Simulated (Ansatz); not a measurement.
Cl3FGe···H2O

```xyz
8

Ge    0.4915   -0.1969   -0.3890
O    -0.6522   -0.2361    2.3495
H    -1.2476   -1.0146    2.3080
Cl    1.6765   -0.3257   -2.2036
Cl   -0.0652    1.8636   -0.1091
Cl   -1.1756   -1.5685   -0.6133
F     1.5493   -0.7689    0.8391
H     0.2369   -0.6475    2.5017
```

Not at a stationary point (largest force 1.2 eV/Å).

The calculation used RKS BLYP-D4/def2-SVP in Ansatz 0.2.0.

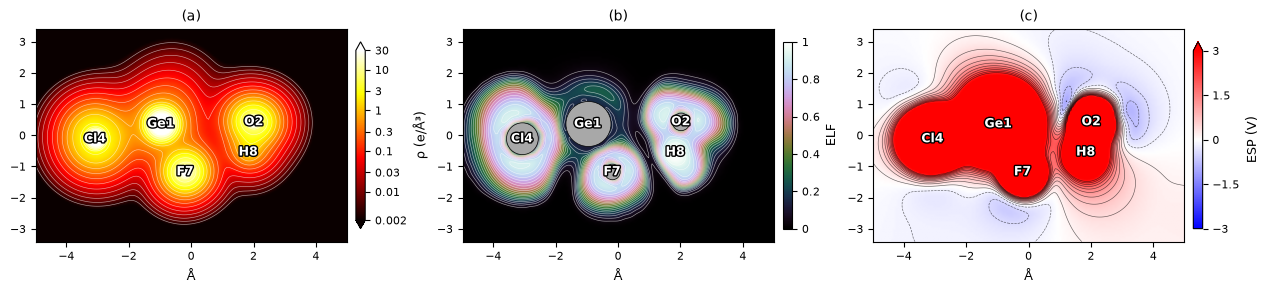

Figure 1. (a) electron density; (b) ELF; (c) electrostatic potential on the plane of atoms Cl4, Ge1 and F7. Grey discs cover the atomic cores in the ELF map.

Interpret the plot.

- The plane passes through Ge, O, Cl, F and H nuclei.
- Ge1···O2 (2.97 Å): the density falls to about 0.09 e/Å³ on the way; the ELF dips to about 0.05 between them.
- Ge–F (1.72 Å): ρ is about 0.95 e/Å³ halfway; the ELF peaks at about 0.80 in the valence shell of F, 0.5 Å from its nucleus, and is about 0.20 at the midpoint.
- Ge–Cl (2.17 Å): the density is about 0.71 e/Å³ at the midpoint; the ELF peaks at about 0.80 in the valence shell of Cl, 0.8 Å from its nucleus, and is about 0.65 at the midpoint.
- O–H (0.99 Å): ρ at the midpoint is about 3.5 e/Å³; the ELF climbs to about 1 towards the hydrogen, as it does in any bond to H; a covalent bond by its length.
- The ELF also peaks beside F7, Cl4 and O2, away from the bonds: lone-pair regions.
- Outside the dense part of the complex the potential is most negative (−0.9 V) near O2.

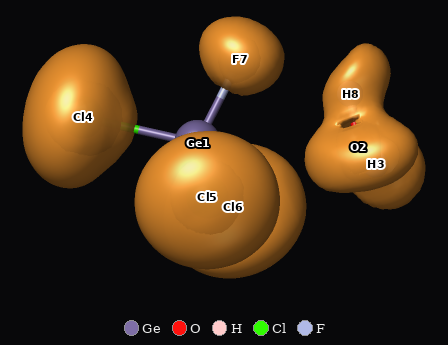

Figure 2. Isosurface of the electron localisation function at 0.75 (orange), seen from one side. Only the valence region is drawn (cores and ρ < 0.01 e/Å³ removed).

Describe the localisation domains.

The surface consists of three regions wrapped around Cl (the valence shell of each), one region wrapped around F (its valence shell) and one joined region spread over several atoms (H, O), in which their bonds and any lone pairs are merged.

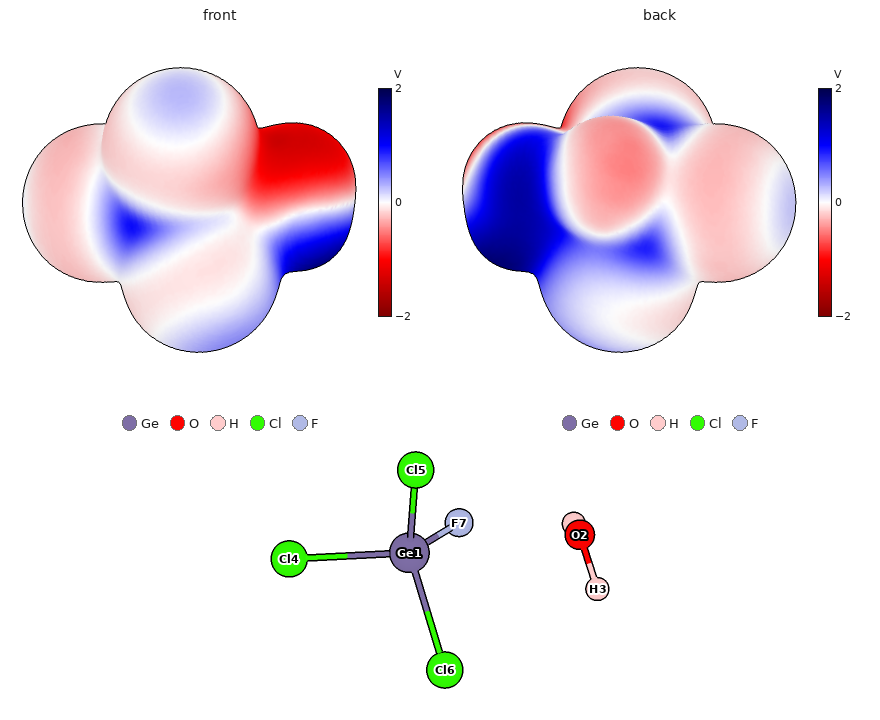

Figure 3. The molecular electrostatic potential painted on the density surface at 0.001 e/bohr³, seen from the front and from behind; red is negative and blue positive. The bare structure is drawn below in the same view.

Where is the surface potential most negative and most positive?

The most negative region (about −1.3 V, or −30 kcal/mol for a unit charge) lies over O2, the most positive (about +1.7 V, or +39 kcal/mol for a unit charge) over H3. Cl4 shows a σ-hole: about +0.2 V at the tip opposite its bond, against about −0.2 V on its flanks. Cl5 shows a σ-hole: about +0.3 V at the tip opposite its bond, against about −0.4 V, or −9 kcal/mol for a unit charge on its flanks. O2 is the likeliest acceptor of a hydrogen bond.

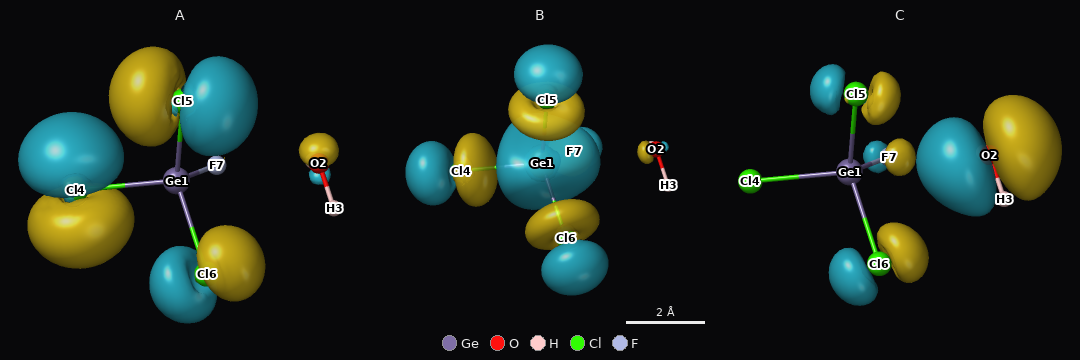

Figure 4. Three frontier orbitals at ±0.1 Å⁻³ᐟ² (yellow and cyan are the two phases), in no order.

Order the three orbitals by energy and name them.

A is the HOMO−1 (−7.54 eV). It lies mainly on Cl4 (about 45 %), Cl5 (about 35 %) and Cl6 (about 10 %); largely a combination of lone pairs on Cl4, Cl5 and Cl6. C is the HOMO (−6.85 eV). It lies mainly on O2 (about 80 %) and Cl6 (about 5 %); largely a lone pair of O2. B is the LUMO (−3.13 eV). By Hirshfeld shares it lies mainly on Ge1 (about 30 %), Cl6 (about 20 %), Cl5 (about 20 %), Cl4 (about 15 %) and F7 (about 10 %).

What is the HOMO–LUMO gap?

3.72 eV between the orbital energies.
